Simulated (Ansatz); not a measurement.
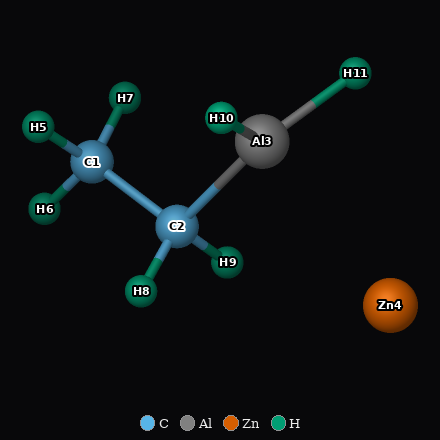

The system is C₂H₇AlZn; the picture shows the reference structure. First axis: dihedral C1–C2–Al3–Zn4. Second axis: dihedral H5–C1–C2–Al3. Nothing is relaxed (all other coordinates rigid). The grid has 9 × 9 points. Points are written as (first, second). Energies are in cm⁻¹, from the lowest grid point. The calculation used Ansatz 0.2.0, RKS B3LYP-D4/def2-SVP.

Its coordinates:

```csv
atom,x (Å),y (Å),z (Å)
C,-0.5670,1.4580,0.3320
C,-0.3221,-0.0480,0.5562
Al,0.7683,-0.8466,-0.8966
Zn,0.7650,-3.4343,0.1849
H,0.3779,2.0274,0.2912
H,-1.1738,1.9069,1.1385
H,-1.1024,1.6520,-0.6137
H,0.1802,-0.2004,1.5287
H,-1.2914,-0.5736,0.6294
H,2.3581,-0.7088,-0.8669
H,0.0726,-1.2896,-2.2631
```

Range: dihedral C1–C2–Al3–Zn4 from −180 to 140°; dihedral H5–C1–C2–Al3 from −150.0 to 30.0°.

**What landscape does the calculation give?**

The lowest grid point is at (−60°, −60.0°). The same energy is found at (60°, −60.0°). Other grid points that lie below all their neighbours: (−180°, −60.0°) (282 cm⁻¹ higher). The highest grid point, (−20°, 7.5°), lies 2131 cm⁻¹ above the lowest.

| dihedral H5–C1–C2–Al3 ↓, dihedral C1–C2–Al3–Zn4 → | −180 | −140 | −100 | −60 | −20 | 20 | 60 | 100 | 140 |
| --- | --- | --- | --- | --- | --- | --- | --- | --- | --- |
| 30.0 | 795 | 920 | 804 | 565 | 1613 | 950 | 441 | 786 | 965 |
| 7.5 | 1271 | 1396 | 1241 | 1005 | 2131 | 1845 | 957 | 1233 | 1411 |
| −15.0 | 1158 | 1313 | 1128 | 821 | 1569 | 2084 | 913 | 1140 | 1277 |
| −37.5 | 598 | 775 | 605 | 251 | 687 | 1274 | 366 | 619 | 731 |
| −60.0 | 282 | 448 | 315 | 0 | 494 | 496 | 0 | 315 | 447 |
| −82.5 | 595 | 728 | 616 | 362 | 1268 | 683 | 248 | 601 | 771 |
| −105.0 | 1156 | 1275 | 1138 | 911 | 2082 | 1563 | 818 | 1126 | 1310 |
| −127.5 | 1272 | 1413 | 1235 | 959 | 1850 | 2131 | 1006 | 1242 | 1397 |
| −150.0 | 798 | 968 | 789 | 444 | 955 | 1619 | 568 | 807 | 923 |

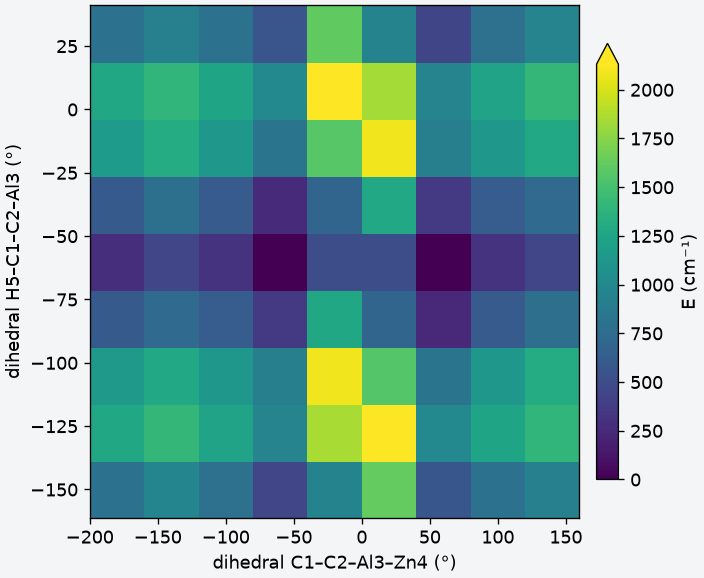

The picture shows one coloured cell a grid point, one colour for all values above the top of the scale.

Time for the 81 points that were run: 10 min on 1 thread of Arm Neoverse V2, on a shared host.
